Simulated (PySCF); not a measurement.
## Electronic structure of C7H13FSi2 in real space

```xyz
23

C    -4.7205    0.5362    0.7361
C    -3.3391    0.1565    0.5177
C    -2.1949   -0.1634    0.3498
C    -0.8247   -0.5433    0.1067
Si   -0.7200   -1.4986   -1.5482
Si    0.2857    1.0138    0.2027
C     2.0443    0.5206   -0.2509
C     3.0493    0.4151    0.6053
C     4.4457    0.0325    0.2301
F     4.9760   -0.8480    1.1472
H    -5.2660   -0.2816    1.2078
H    -5.1977    0.7723   -0.2155
H    -4.7737    1.4129    1.3825
H    -0.5152   -1.2275    0.9049
H     0.6183   -2.0847   -1.6654
H    -0.9653   -0.5795   -2.6613
H    -1.7279   -2.5610   -1.5570
H     0.2547    1.5655    1.5622
H    -0.1860    2.0200   -0.7571
H     2.2440    0.3055   -1.2946
H     2.9103    0.6129    1.6593
H     4.4905   -0.4585   -0.7476
H     5.1074    0.9093    0.2356
```

Geometry: GFN2-xTB.

All numbers below come from PBE0/pcSseg-1, SCF density, gas phase, non-relativistic in PySCF.

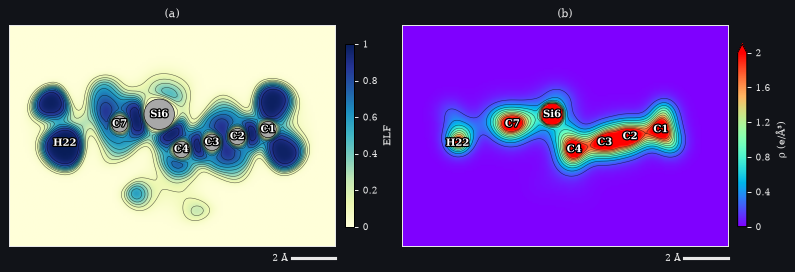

Figure 1. (a) electron localisation function; (b) electron density on the plane of atoms C3, C4 and Si6. Grey discs cover the atomic cores in the ELF map.

### Interpret the plot.

The plane passes through C, Si and H nuclei. C–C (1.20 Å): ρ at the midpoint is about 2.7 e/Å³; the ELF peaks at about 0.85 between the atoms; a short, multiple covalent bond. C–Si (1.88 Å): ρ is about 0.94 e/Å³ halfway; the ELF peaks at about 0.95 between the atoms, as expected for a shared electron pair.

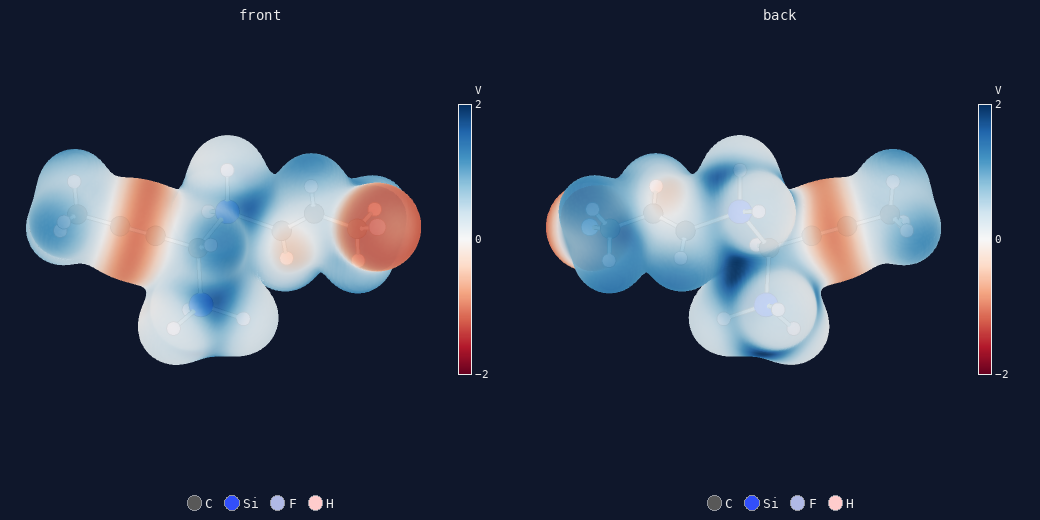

Figure 2. The molecular electrostatic potential painted on the density surface at 0.004 e/bohr³, seen from the front and from behind; red is negative and blue positive.

### Describe the electrostatic potential map.

The most negative region (about −1.2 V) lies over F10, the most positive (about +1.9 V) over Si5 and Si6.
